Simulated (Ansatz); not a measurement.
## Electronic structure of B₂Cl₅H in real space

```xyz
8

B    -0.6887   -0.6226   -0.4973
Cl   -0.5978   -0.5864    1.4512
Cl   -0.0854   -2.1340   -1.1696
Cl   -2.1617    0.1186   -1.1146
B     0.6652    0.5996    0.5542
H     0.2849    0.2796   -0.6918
Cl    0.2537    2.2990    0.7615
Cl    2.3298    0.0462    0.7064
```

The product side of a reaction path; geometry: PBE0-D4/def2-TZVP.

These are results of RKS PBE0-D4/def2-TZVPP in Ansatz 0.2.0, not measurements.

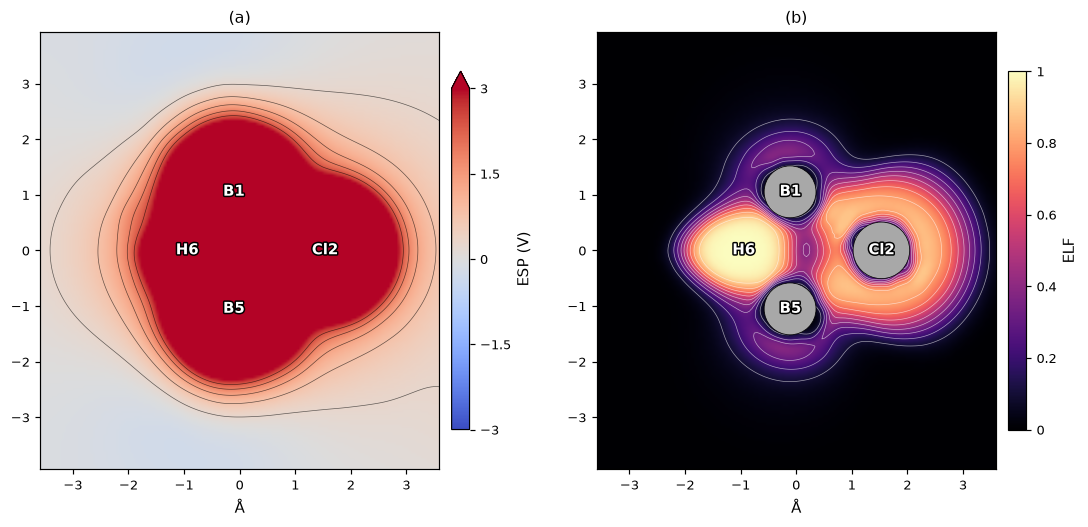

Figure 1. (a) molecular electrostatic potential; (b) electron localisation function on the plane of atoms B1, Cl2 and B5. Grey discs cover the atomic cores in the ELF map.

Question: Interpret the plot.

Answer: The plane passes through B, Cl and H nuclei. B–H (1.34 Å): the ELF climbs to about 1 towards the hydrogen, as it does in any bond to H. B–Cl (1.95 Å): the ELF peaks at about 0.90 between the atoms; a shared but strongly polarised pair. The ELF also peaks beside Cl2, away from the bonds: lone-pair regions. The potential has no marked negative region in this plane.

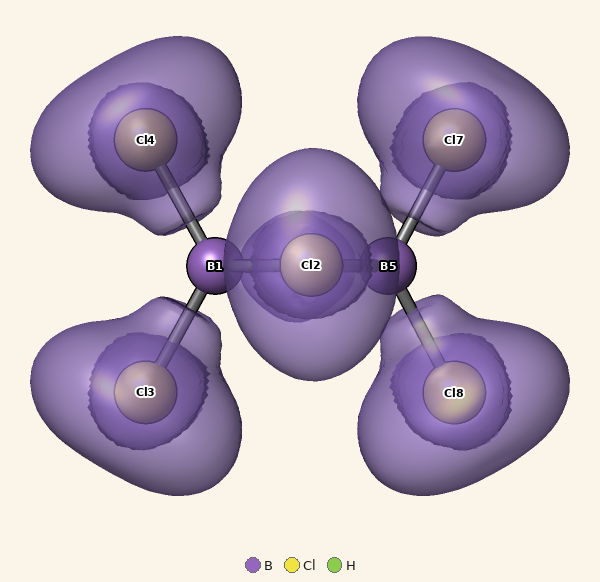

Figure 2. Isosurface of the ELF at 0.75 (purple), seen across its widest extent. Core shells and regions of very low density are left out.

Question: Describe the localisation domains.

Answer: The ELF exceeds this value in one region around a hydrogen nucleus and five regions on Cl in which the atom's valence shell and bonds are merged. Profiles from the grid: B–Cl (1.76 Å): the ELF peaks at about 0.90 between the atoms (a shared but strongly polarised pair).

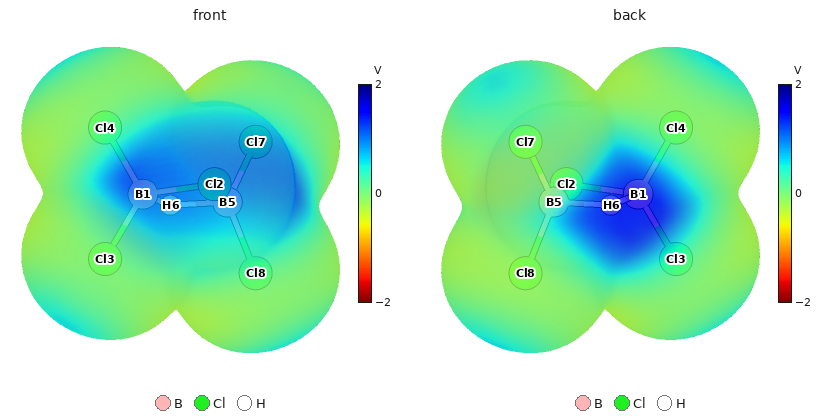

Figure 3. The electrostatic potential painted on the density surface at 0.002 e/bohr³, seen from the front and from behind; the colour scale runs from red (negative) to blue (positive).

Question: Describe the electrostatic potential map.

Answer: The most negative region (about −0.3 V) lies over Cl3, Cl4, Cl7 and Cl8, the most positive (about +1.5 V) over B1 and H6. Cl3 shows a σ-hole: about +0.6 V at the tip opposite its bond, against about −0.1 V on its flanks. Cl4 shows a σ-hole: about +0.6 V at the tip opposite its bond, against about −0.1 V on its flanks. Cl7 shows a σ-hole: about +0.6 V at the tip opposite its bond, against about −0.1 V on its flanks. Cl8 shows a σ-hole: about +0.6 V at the tip opposite its bond, against about −0.1 V on its flanks.
